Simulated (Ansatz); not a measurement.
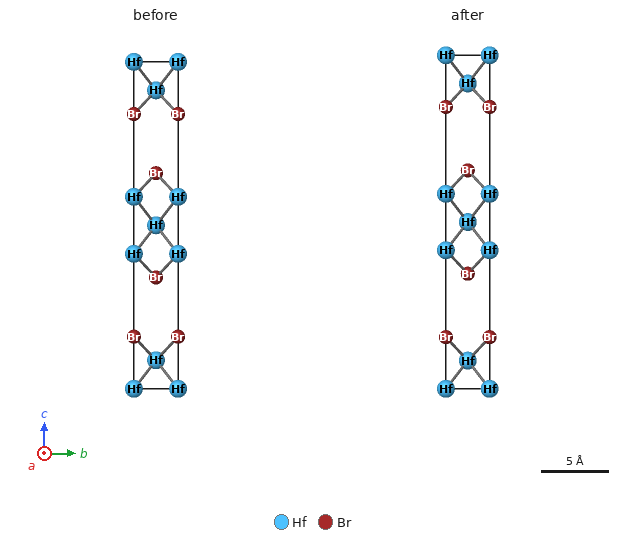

The structure of crystalline Hf$_{3}$Br$_{2}$ (a generated structure, set up in I4/mmm) before (left) and after (right) a relaxation, at one scale.

The picture is a ball-and-stick view of the conventional cell (2 times the calculation's cell), seen along the a axis. Lengths and directions refer to the drawn axes.

Theory: Ansatz, DFT PBE, scalar-relativistic, plane waves, PAW.

Input file:
```yaml
crystal:
  lattice:
    - [-1.66880692, 1.66880692, 12.3577411266]
    - [1.66880692, -1.66880692, 12.3577411266]
    - [1.66880692, 1.66880692, -12.3577411266]
  atoms:
    - { symbol: Hf, position: [0.0, 0.0, 0.0] }
    - { symbol: Hf, position: [0.4128080801, 0.4128080801, 0.0] }
    - { symbol: Hf, position: [0.5871919199, 0.5871919199, 0.0] }
    - { symbol: Br, position: [0.1594905302, 0.1594905302, 0.0] }
    - { symbol: Br, position: [0.8405094698, 0.8405094698, 0.0] }
basis:
  ecutwfc: 420
kpoints:
  mp_grid: { grid: [16, 16, 16] }
hamiltonian:
  xc: pbe
scf:
  occupations: { method: gaussian, width: 0.1 }
output:
  forces: true
  stress: true
  eigenvalues: true
relax:
  adjacent_minimum: "off"
  f_tol: 0.01
  max_steps: 30
  cell: { stress_tol: 0.1, fix: [volume] }
```

Run as
```bash
ansatz run input.yaml --threads 1 --pin off --max-ram 2560MiB --backend cpu --events-out ev --progress --plain --runs-dir out
```

Summarise the run.

Answer. The run was cut off at its time limit before the relaxation converged, so the last structure is only a point on the way. The energy falls by 5.3 meV per atom in 2 accepted moves (3 points after the start). The largest force component goes from 0.15 to 0.018 eV/Å. Pressure: −2.10 GPa at the start and −0.01 GPa at the end. The line search rejected the trial step at point 1 of the run. The largest moves relative to the cell, 0.12 Å, are those of Br4 and Br5. Br5 goes along +c. By element the largest moves are Br 0.12 Å, Hf 0.07 Å. The drawn cell changes at constant volume: a = b 3.338 → 3.305 Å (−1.0 %), c 24.715 → 25.213 Å (+2.0 %). Near-neighbour distances that change, for instance: Hf1–Hf1 3.338 → 3.305 Å, Hf1–Hf2 3.196 → 3.164 Å, Hf2–Br5 2.960 → 2.933 Å. The space group stays I4/mmm (No. 139). Cost: 7.3 min on 1 thread of Intel(R) Xeon(R) 6975P-C (Granite Rapids), with other jobs on the host, peak memory 1.8 GiB.
